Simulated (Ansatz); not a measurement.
## Ligand exchange: C5H7N + GeH2Cl2 → C4H4ClN + GeH2(CH3)Cl

Species: C5H7N (2-methyl-1H-pyrrole) `Cc1ccc[nH]1`, singlet; GeH2Cl2 `[Cl][GeH2][Cl]`, singlet; C4H4ClN `Clc1ccc[nH]1`, singlet; GeH2(CH3)Cl, singlet. The partners trade CH3 for Cl: C–CH3 and Ge–Cl bonds give way to C–Cl and Ge–CH3.

Shapes, held fixed at every level: PBE0-D4/def2-TZVP. Programs: Ansatz 0.2.0. The zero-point and thermal change to 298 K, harmonic and unscaled (PBE0-D4/def2-TZVP), is -4.3 kJ/mol.

```tsv
level	kind	ΔH(298 K) (kJ/mol)	less CCSD(T)/def2-TZVPP	CPU time (sum over the molecules)
SPW92/def2-TZVPP	LDA	+98.4	-5.7	15 s
r2SCAN-D4/def2-TZVPP	meta-GGA	+105.5	+1.4	58 s
BHLYP-D4/def2-TZVPP	global hybrid	+113.9	+9.8	36 s
PBE0-D4/def2-TZVPP	global hybrid	+105.4	+1.3	35 s
wB97M-V/def2-TZVPP	range-separated hybrid	+106.4	+2.3	2.1 min
MP2/def2-SVP	perturbation theory	+114.4	+10.3	–
CCSD(T)/def2-TZVPP	coupled cluster or CI	+104.1	0.0	27 min
```

The highest level, CCSD(T)/def2-TZVPP, gives ΔH(298 K) = +104.1 kJ/mol; the levels span +98.4 to +114.4. The column of differences is taken from that level and isn't an error. No measured value is set beside it here. Relativity is left out for Ge unless named. Correlated rows may include outer-core shells of Ge, which these sets cover unevenly. Times are processor times on shared x86 and Arm servers, and rough.

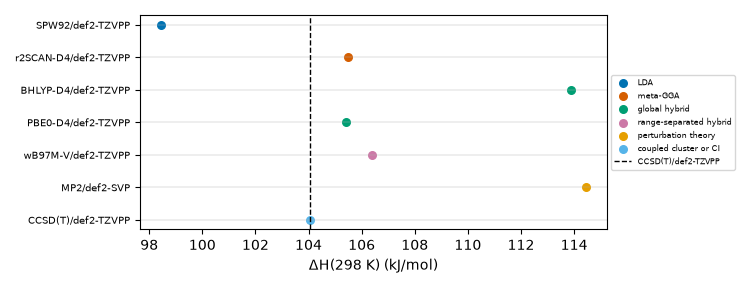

The values of the table, level by level.
